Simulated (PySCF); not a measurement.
## A study: [ReS4]- (ReS$_{4}$, charge −1)

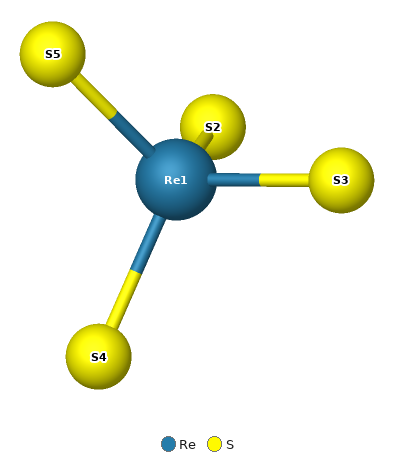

The molecule, with its atoms numbered as below. No frequency check shows the geometry to be a minimum.

Geometry (Å), atoms numbered from 1:

```
Re1      0.0002   -0.0001   -0.0002
S2      -1.2547    0.5976   -1.6661
S3      -1.2547   -0.5974    1.6665
S4       1.2541    1.6680    0.5972
S5       1.2542   -1.6677   -0.5967
```

## 1. Bonding charge

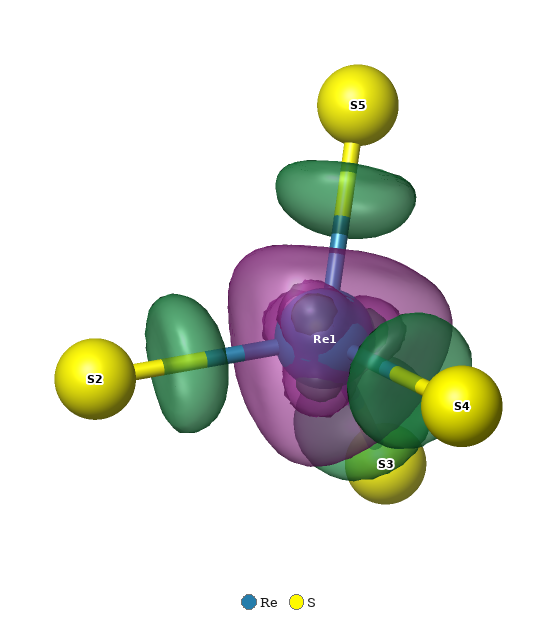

Deformation density (molecule less spherical, spin-averaged free atoms at the same positions), surfaces at ±0.1 e/Å³; green: gain, purple: loss.

Level of theory: CAM-B3LYP/def2-SVPD (PySCF), at a geometry from GFN2-xTB. Core potentials replace the inner electrons of Re; spin–orbit coupling isn't included. This is a single-reference result, which may miss multireference character in this system.

> How much density has each bond gained at its critical point, relative to the free atoms?

Re1–S2, Re1–S5, Re1–S3 and Re1–S4: +0.21 e/Å³ at the bond critical point (bond length 2.17 Å). In all, 1.9 electrons gather in the regions of gain relative to the promolecule of neutral atoms (this includes the anion's extra charge).

> Where do the Hirshfeld charges lie?

The highest Hirshfeld charge is on Re1 (+0.43 e), the lowest on S2, S3, S4 and S5 (−0.36 e).

## 2. Bond critical points

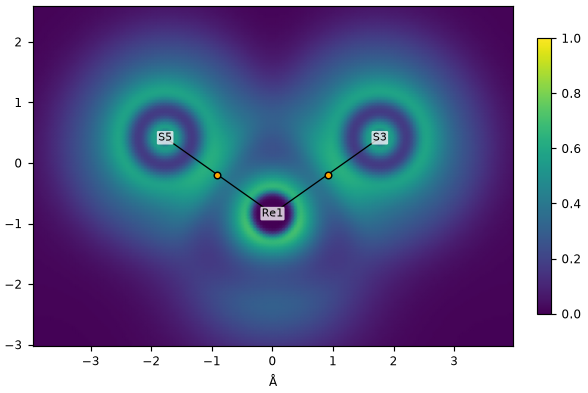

Localised orbital locator (LOL) in the plane of Re1, S3 and S5, with bond paths and bond critical points (dots).

> Rank the bonds in the plane by LOL at their critical points.

Re1–S5 and Re1–S3: about 0.53. Values above 0.5 mark slow, localised electrons, as in shared pairs; low values at a critical point mark a polar or closed-shell contact whose critical point lies between the shells.

## 3. Localised orbitals

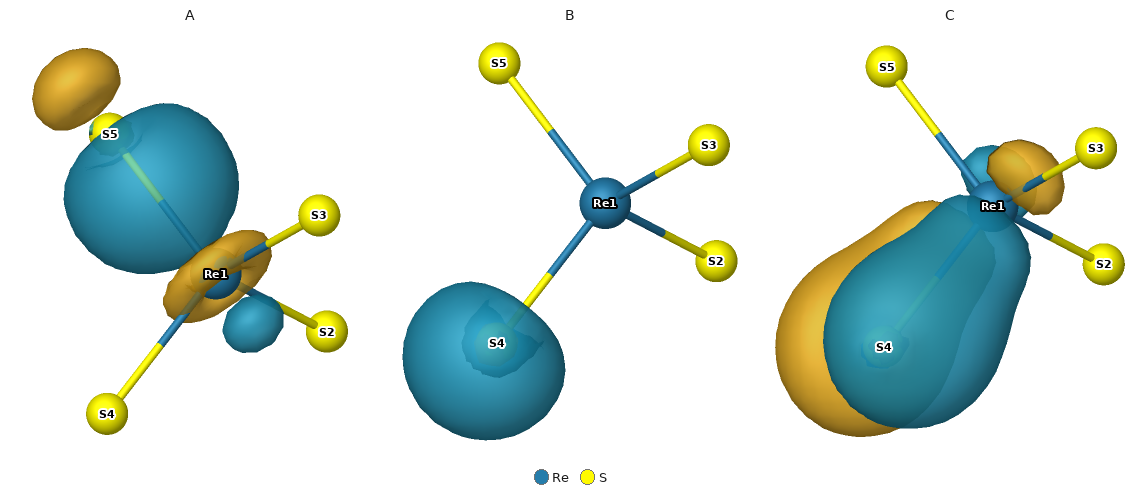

Pipek–Mezey orbitals, occupied; each surface holds about 70 % of the orbital's density. Energies are diagonal elements of the Fock matrix.

Method: PBE0/def2-TZVP; geometry: GFN2-xTB; program: PySCF. Core potentials replace the inner electrons of Re; spin–orbit coupling isn't included. This is a single-reference result, which may miss multireference character in this system. The basis has no diffuse functions, which an anion needs.

> What does each orbital represent in a Lewis picture?

By panel:
- A: σ bond S5–Re1 (S5 77 %, Re1 22 %; −10.3 eV)
- B: lone pair on S4 (s-type) (S4 98 %; −12.5 eV)
- C: lone pair on S4, partly donated to Re1 (S4 86 %, Re1 12 %; −4.2 eV)

> Which has the smallest and which the largest spatial spread?

Smallest: B (0.99 Å); largest: C (1.46 Å).

The PySCF runs shown took 24 s and 32 s on 1 thread of Arm Neoverse V1, on a shared host.
